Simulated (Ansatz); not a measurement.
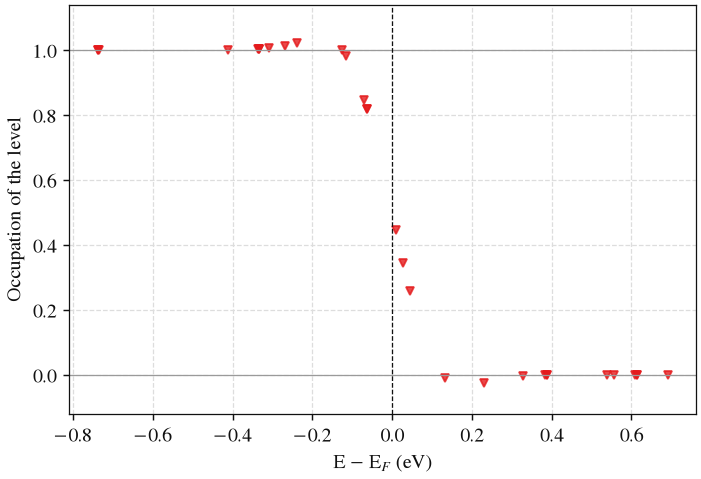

Occupations of the one-electron levels of the k mesh against their energy, from a run on HfN, space group Fm-3m, 2 atoms in the cell, with Ansatz.

Question: Name the smearing function and its width.

Answer: Methfessel-Paxton smearing with a width of 0.15 eV. The occupations overshoot on both sides, up to 1.024 below the Fermi level and down to −0.026 above it; for the first-order scheme these extremes (±0.035) lie 1.22 widths, here 0.18 eV, from the Fermi level.
